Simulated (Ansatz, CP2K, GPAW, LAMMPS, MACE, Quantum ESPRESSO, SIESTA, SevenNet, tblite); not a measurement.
**Other levels on glassy 83P2O5-8BaO-8K2O (mol %) (75 atoms)**

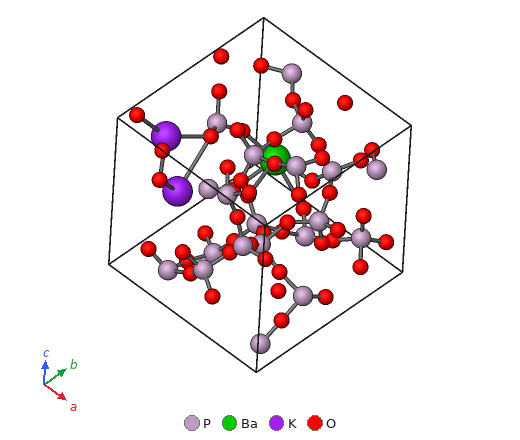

The cell (phosphorus pink, barium green, potassium purple, oxygen red). Bonds to atoms that aren't drawn are left out.

Density of this cell: 2.66 g/cm³. The cell holds 75 atoms: 20 P, 1 Ba, 2 K and 52 O. Its edges and angles: a = 10.140 Å, b = 10.140 Å, c = 10.140 Å, α = 90.0°, β = 90.0°, γ = 90.0°. 75 atoms (20 P, 1 Ba, 2 K, 52 O) placed at random at 2.53 g/cm³, melted at 4000 K for 10 ps at fixed volume with the Morse and Coulomb pair potential with partial charges (Pedone, Malavasi, Menziani, Cormack and Segre, J. Phys. Chem. B 110, 11780 (2006)). Quenched from 4000 K to 300 K at 20 K/ps and fixed volume, held 10 ps at zero pressure.

Geometry: as built.

The reference, a calculation:

```
method                                           : Kohn-Sham DFT, PBE, PAW, plane waves (Ansatz 0.2.0); cutoff 420 eV, Γ point, fermi-dirac smearing of 0.05 eV; PAW set soft_2
r.m.s. force component                           : 1.543 eV/Å
longest force                                    : 8.113 eV/Å
pressure                                         : 2.391 GPa
gap (highest filled to lowest empty level) : 0.2593 eV
SCF cycles                                       : 13
time                                             : 9.6 s on 8 threads of Arm Neoverse V1, shared host
CPU time                                         : 68 s
```

Runs, in no order:
A. GPAW PBE, LCAO dzp, h 0.18 Å: Kohn-Sham DFT, PBE, PAW, atomic orbitals (dzp)
B. SevenNet 0 potential: machine-learned interatomic potential SevenNet 0, trained on PBE(+U) plane-wave data
C. CP2K PBE, DZVP-MOLOPT-SR, 600/50 Ry, diagonalisation: Kohn-Sham DFT, PBE, GTH-PBE pseudopotentials, Gaussian and plane waves, DZVP-MOLOPT-SR-GTH, diagonalisation
D. SIESTA PBE, SZP, shift 0.01 Ry, mesh 500 Ry: Kohn-Sham DFT, PBE, PseudoDojo 0.4.1 norm-conserving pseudopotentials (converted to PSML), numerical atomic orbitals (SZP), diagonalisation
E. QE PBE, sssp-1.3.0-efficiency, 60/480 Ry: Kohn-Sham DFT, PBE, SSSP efficiency 1.3.0 pseudopotentials, plane waves

Q: Order them from the smallest to the largest r.m.s. force difference.

E, C, B, A, D.

| run | Δ force, r.m.s. (meV/Å) | share of r.m.s. force (%) | CPU time |
| --- | --- | --- | --- |
| E. QE PBE, sssp-1.3.0-efficiency, 60/480 Ry | 96.0 | 6.22 | 17 min |
| C. CP2K PBE, DZVP-MOLOPT-SR, 600/50 Ry, diagonalisation | 152 | 9.85 | 4.9 min |
| B. SevenNet 0 potential | 265 | 17.2 | 8.7 s |
| A. GPAW PBE, LCAO dzp, h 0.18 Å | 551 | 35.7 | 2.7 min |
| D. SIESTA PBE, SZP, shift 0.01 Ry, mesh 500 Ry | 893 | 57.9 | 4.8 min |

Machine-learned potentials mimic data converged in k, so the reference's own k-point error enters their differences. The network of bonds at the start is that of the classical potential that made the cell, and needn't be the one that DFT or experiment would give. The electronic-structure runs sample only Γ, in a cell whose shortest periodic width is 10 Å.

[Logs are printed without paths, hosts, clocks, repeated set-up lines and the standing remarks that a program may print on its own settings, such as how far it seeks lower states.]

[Hosts, paths, dates, database ids (printed as entryN), source tags and the programs' standing remarks are cut or masked in the printed files.]
